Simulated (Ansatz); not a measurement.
**One shape, several levels: C3H7NSi (SMILES C[SiH](C)C#N)**

Wanted: a comparison of 4 runs (HF/3-21G, HF/def2-SVP, B3LYP/6-31G*, BLYP/def2-TZVP) of C3H7NSi. 

Program for the calculation: Ansatz 0.2.0.

1 further run of the same task is left out (it didn't finish).

## Step 1: The structure to begin with

The species is C3H7NSi (12 atoms), meant as a singlet with charge 0. SMILES: `C[SiH](C)C#N`. The shape is that of a PBE0-D4/def2-TZVP optimisation.

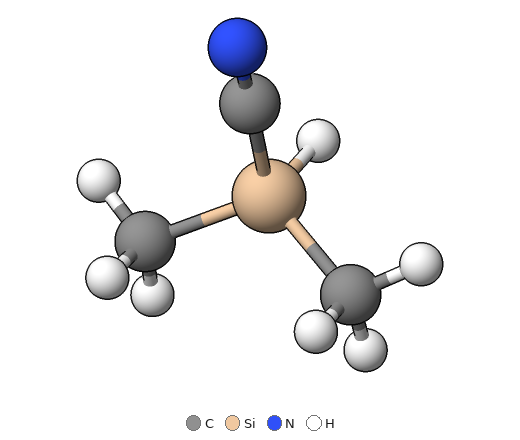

The structure, seen from a chosen angle (carbon grey, silicon light orange, nitrogen blue, hydrogen white).

## Step 2: Energy and forces at HF/3-21G (run 1)

input.yaml reads:

```yaml
crystal:
  periodic: [false, false, false]
  atoms:
    - symbol: C
      position_ang: [-1.574000, -0.409500, -0.327500]
    - symbol: Si
      position_ang: [-0.024600, 0.197700, 0.504300]
    - symbol: C
      position_ang: [1.505800, -0.728400, -0.007000]
    - symbol: C
      position_ang: [0.209700, 1.980000, 0.019500]
    - symbol: "N"
      position_ang: [0.355600, 3.077000, -0.301300]
    - symbol: H
      position_ang: [-2.437600, 0.188700, -0.030400]
    - symbol: H
      position_ang: [-1.768300, -1.449400, -0.053100]
    - symbol: H
      position_ang: [-1.478200, -0.354800, -1.414200]
    - symbol: H
      position_ang: [-0.176500, 0.213800, 1.980900]
    - symbol: H
      position_ang: [1.646700, -0.678600, -1.089000]
    - symbol: H
      position_ang: [1.425000, -1.780000, 0.279500]
    - symbol: H
      position_ang: [2.393700, -0.311700, 0.472400]
basis:
  gaussian:
    orbitals: 3-21G.json
total_charge: 0
accuracy: high
output: {forces: true, orbitals: {seedname: orbitals}}
hamiltonian:
  xc: hf
```

The basis set 3-21G is read from a file made from the Basis Set Exchange's data (not shown).

On the command line:

```bash
$ ansatz run input.yaml --threads 1 --pin off --max-ram 2610MiB --events-out events.jsonl --progress --plain --runs-dir runs
```

What it wrote:

```text
Warning: RAYON_NUM_THREADS=1 ignored (pool sized by the plan → 1); use --threads N
Functional definition: HF
  name "HF"
  exchange = exact_x
  correlation = 0
1544 factors; integrals over basis functions are off by at most 2.3e-8 eV
mean field evaluation 1: about -12476.2655 eV, gradient 3.2e1 eV
mean field evaluation 2: about -12476.6568 eV, gradient 3.2e1 eV
mean field evaluation 4: about -12479.2877 eV, gradient 4.6e0 eV
mean field evaluation 8: about -12479.3546 eV, gradient 2.9e-1 eV
mean field evaluation 16: about -12479.3550 eV, gradient 2.0e-8 eV
mean field -12479.35495106 eV, -458.6078356409 hartree, gradient 2.0e-8 eV, S^2 0.000000; 0 other end points of the search recorded, 0 dependent functions left out
the calculation of the forces begins
reference -12479.35495106 eV, -458.6078356409 hartree; 23, 23 occupied and 40, 40 virtual orbitals, 1544 factors
Total energy: -12479.35495106 eV, -458.6078356409 hartree
Atom 0 at    -1.574000    -0.409500    -0.327500 Å, force    -0.862851    -0.396248    -0.423950 eV/Å
Atom 1 at    -0.024600     0.197700     0.504300 Å, force    -0.039106     0.423230     0.795309 eV/Å
Atom 2 at     1.505800    -0.728400    -0.007000 Å, force     0.831977    -0.572063    -0.246965 eV/Å
Atom 3 at     0.209700     1.980000     0.019500 Å, force     0.233173     1.724686    -0.543966 eV/Å
Atom 4 at     0.355600     3.077000    -0.301300 Å, force    -0.162009    -1.195167     0.388535 eV/Å
Atom 5 at    -2.437600     0.188700    -0.030400 Å, force     0.162931    -0.168602    -0.104141 eV/Å
Atom 6 at    -1.768300    -1.449400    -0.053100 Å, force    -0.031643     0.226896    -0.115798 eV/Å
Atom 7 at    -1.478200    -0.354800    -1.414200 Å, force    -0.080802    -0.036537     0.234950 eV/Å
Atom 8 at    -0.176500     0.213800     1.980900 Å, force    -0.005213    -0.039204     0.011535 eV/Å
Atom 9 at     1.646700    -0.678600    -1.089000 Å, force     0.021525    -0.047085     0.245418 eV/Å
Atom 10 at     1.425000    -1.780000     0.279500 Å, force     0.099941     0.213315    -0.102806 eV/Å
Atom 11 at     2.393700    -0.311700     0.472400 Å, force    -0.167924    -0.133221    -0.138123 eV/Å
Dipole moment:    -0.093246    -0.827733     0.078084 e Å
```

Run time: 6.6 s. Hardware: 1 thread of Intel Xeon at 2.50GHz (Skylake/Cascade Lake), shared host; peak memory 0.16 GiB.

## Step 3: Energy and gradient at HF/def2-SVP (run 2)

molecule.yaml reads:

```yaml
basis:
  gaussian:
    orbitals: def2-SVP
crystal:
  periodic: [false, false, false]
  atoms:
    - {symbol: C, position_ang: [-1.574000, -0.409500, -0.327500]}
    - {symbol: Si, position_ang: [-0.024600, 0.197700, 0.504300]}
    - {symbol: C, position_ang: [1.505800, -0.728400, -0.007000]}
    - {symbol: C, position_ang: [0.209700, 1.980000, 0.019500]}
    - {symbol: "N", position_ang: [0.355600, 3.077000, -0.301300]}
    - {symbol: H, position_ang: [-2.437600, 0.188700, -0.030400]}
    - {symbol: H, position_ang: [-1.768300, -1.449400, -0.053100]}
    - {symbol: H, position_ang: [-1.478200, -0.354800, -1.414200]}
    - {symbol: H, position_ang: [-0.176500, 0.213800, 1.980900]}
    - {symbol: H, position_ang: [1.646700, -0.678600, -1.089000]}
    - {symbol: H, position_ang: [1.425000, -1.780000, 0.279500]}
    - {symbol: H, position_ang: [2.393700, -0.311700, 0.472400]}
output:
  forces: true
  orbitals: {seedname: orbitals}
accuracy: high
hamiltonian:
  xc: hf
```

On the command line:

```bash
$ ansatz run molecule.yaml --threads 1 --pin off --max-ram 2610MiB --events-out events.jsonl --progress --plain --runs-dir runs
```

What it wrote:

```text
Warning: RAYON_NUM_THREADS=1 ignored (pool sized by the plan → 1); use --threads N
[... 4 set-up lines as earlier in the session ...]
2577 factors; integrals over basis functions are off by at most 9.1e-9 eV
mean field evaluation 1: about -12537.0980 eV, gradient 3.6e1 eV
mean field evaluation 2: about -12537.1071 eV, gradient 3.7e1 eV
mean field evaluation 4: about -12540.7631 eV, gradient 5.8e0 eV
mean field evaluation 8: about -12540.8668 eV, gradient 2.8e-1 eV
mean field -12540.86714003 eV, -460.8683668912 hartree, gradient 7.4e-9 eV, S^2 0.000000; 0 other end points of the search recorded, 0 dependent functions left out
the calculation of the forces begins
reference -12540.86714003 eV, -460.8683668912 hartree; 23, 23 occupied and 86, 86 virtual orbitals, 2577 factors
Total energy: -12540.86714003 eV, -460.8683668912 hartree
Atom 0 at    -1.574000    -0.409500    -0.327500 Å, force    -0.217372    -0.104851    -0.111450 eV/Å
Atom 1 at    -0.024600     0.197700     0.504300 Å, force    -0.074931    -0.230235     0.486153 eV/Å
Atom 2 at     1.505800    -0.728400    -0.007000 Å, force     0.209121    -0.149253    -0.066670 eV/Å
Atom 3 at     0.209700     1.980000     0.019500 Å, force     0.356675     2.667961    -0.794132 eV/Å
Atom 4 at     0.355600     3.077000    -0.301300 Å, force    -0.279823    -2.098852     0.626016 eV/Å
Atom 5 at    -2.437600     0.188700    -0.030400 Å, force    -0.005768    -0.018525    -0.011350 eV/Å
Atom 6 at    -1.768300    -1.449400    -0.053100 Å, force    -0.024896     0.007249    -0.018520 eV/Å
Atom 7 at    -1.478200    -0.354800    -1.414200 Å, force    -0.021219    -0.010920     0.005631 eV/Å
Atom 8 at    -0.176500     0.213800     1.980900 Å, force     0.007442    -0.031004    -0.101768 eV/Å
Atom 9 at     1.646700    -0.678600    -1.089000 Å, force     0.016533    -0.014875     0.009271 eV/Å
Atom 10 at     1.425000    -1.780000     0.279500 Å, force     0.029006     0.001919    -0.013465 eV/Å
Atom 11 at     2.393700    -0.311700     0.472400 Å, force     0.005231    -0.018613    -0.009718 eV/Å
Dipole moment:    -0.098093    -0.866212     0.086600 e Å
```

Run time: 22 s. Hardware: 1 thread of Intel Xeon at 2.50GHz (Skylake/Cascade Lake), shared host; peak memory 0.38 GiB.

Run 3 isn't shown in full; the table further down has it.

## Step 4: Energy and forces at BLYP/def2-TZVP (run 4)

input.yaml reads:

```yaml
crystal:
  periodic: [false, false, false]
  atoms:
    - {symbol: C, position_ang: [-1.574000, -0.409500, -0.327500]}
    - {symbol: Si, position_ang: [-0.024600, 0.197700, 0.504300]}
    - {symbol: C, position_ang: [1.505800, -0.728400, -0.007000]}
    - {symbol: C, position_ang: [0.209700, 1.980000, 0.019500]}
    - {symbol: N, position_ang: [0.355600, 3.077000, -0.301300]}
    - {symbol: H, position_ang: [-2.437600, 0.188700, -0.030400]}
    - {symbol: H, position_ang: [-1.768300, -1.449400, -0.053100]}
    - {symbol: H, position_ang: [-1.478200, -0.354800, -1.414200]}
    - {symbol: H, position_ang: [-0.176500, 0.213800, 1.980900]}
    - {symbol: H, position_ang: [1.646700, -0.678600, -1.089000]}
    - {symbol: H, position_ang: [1.425000, -1.780000, 0.279500]}
    - {symbol: H, position_ang: [2.393700, -0.311700, 0.472400]}
basis:
  gaussian: {orbitals: def2-TZVP}
hamiltonian: {xc: {name: BLYP}}
accuracy: high
output: {forces: true, orbitals: {seedname: orbitals}}
```

On the command line:

```bash
$ ansatz run input.yaml --threads 1 --pin off --max-ram 2610MiB --events-out events.jsonl --progress --plain --runs-dir runs
```

What it wrote:

```text
Warning: RAYON_NUM_THREADS=1 ignored (pool sized by the plan → 1); use --threads N
Functional definition: BLYP
  name "BLYP"
  parameter beta = 0.0042
  parameter a = 0.04918
  parameter b = 0.132
  parameter c = 0.2533
  parameter d = 0.349
  exchange = b88_x(beta = beta)
  correlation = lyp_c(a = a, b = b, c = c, d = d)
3704 factors; integrals over basis functions are off by at most 6.7e-8 eV
mean field evaluation 1: about -12572.3222 eV, gradient 9.8e1 eV
mean field evaluation 2: about -12539.9111 eV, gradient 1.4e2 eV
mean field evaluation 4: about -12592.5804 eV, gradient 1.7e1 eV
mean field evaluation 8: about -12593.2181 eV, gradient 9.3e-1 eV
mean field evaluation 16: about -12593.2203 eV, gradient 2.0e-4 eV
mean field -12593.22027611 eV, -462.7923091558 hartree, gradient 2.7e-8 eV, S^2 0.000000; 0 other end points of the search recorded, 0 dependent functions left out
the calculation of the forces begins
reference -12593.22034184 eV, -462.7923115711 hartree; 23, 23 occupied and 180, 180 virtual orbitals, 3704 factors
Total energy: -12593.22034184 eV, -462.7923115711 hartree
Atom 0 at    -1.574000    -0.409500    -0.327500 Å, force    -0.116876    -0.054529    -0.042273 eV/Å
Atom 1 at    -0.024600     0.197700     0.504300 Å, force    -0.007986     0.146912     0.218138 eV/Å
Atom 2 at     1.505800    -0.728400    -0.007000 Å, force     0.108911    -0.078112    -0.018481 eV/Å
Atom 3 at     0.209700     1.980000     0.019500 Å, force    -0.153110    -1.131824     0.358474 eV/Å
Atom 4 at     0.355600     3.077000    -0.301300 Å, force     0.184461     1.384493    -0.403641 eV/Å
Atom 5 at    -2.437600     0.188700    -0.030400 Å, force    -0.163270     0.081882     0.035381 eV/Å
Atom 6 at    -1.768300    -1.449400    -0.053100 Å, force    -0.061053    -0.181857     0.033297 eV/Å
Atom 7 at    -1.478200    -0.354800    -1.414200 Å, force    -0.010842    -0.001909    -0.186052 eV/Å
Atom 8 at    -0.176500     0.213800     1.980900 Å, force    -0.009368    -0.016144     0.074436 eV/Å
Atom 9 at     1.646700    -0.678600    -1.089000 Å, force     0.047541    -0.008028    -0.180221 eV/Å
Atom 10 at     1.425000    -1.780000     0.279500 Å, force     0.014771    -0.189510     0.040745 eV/Å
Atom 11 at     2.393700    -0.311700     0.472400 Å, force     0.166820     0.048625     0.070198 eV/Å
Dipole moment:    -0.095747    -0.859332     0.070529 e Å
```

Wall time 86 s (1 thread of Intel Xeon at 2.50GHz (Skylake/Cascade Lake), shared host); peak memory 1 GiB.

## Step 5: The series

```csv
run,level,Cartesian functions,energy (Eh),dipole moment (D),HOMO energy (eV),LUMO energy (eV),wall time
1,HF/3-21G,no,-458.607836,4.02,-12.17,4.21,6.6 s
2,HF/def2-SVP,no,-460.868367,4.21,-12.36,3.66,22 s
3,B3LYP/6-31G* (Cartesian functions),yes,-462.796249,4.10,-8.74,0.04,31 s
4,BLYP/def2-TZVP,no,-462.792312,4.17,-7.79,-1.03,86 s
```

## Step 6: Summary of results

| quantity | value |
| --- | --- |
| run 4: total energy | -462.79231 Eh |
| run 4: dipole moment | 4.17 D |
| run 4: HOMO energy | -7.79 eV |
| run 4: LUMO energy | -1.03 eV |
| run 4: HOMO–LUMO gap | 6.76 eV |
| run 4: largest force on an atom | 1.454 eV/Å |

In words: The dipole moment (its size) runs from 4.02 D (HF/3-21G) to 4.21 D (HF/def2-SVP). The HOMO–LUMO gap runs from 6.76 eV (BLYP/def2-TZVP) to 16.38 eV (HF/3-21G). The two ends differ in method and basis. Totals of different functionals can't be ranked against each other. All runs together took 2.4 min, the longest 86 s.
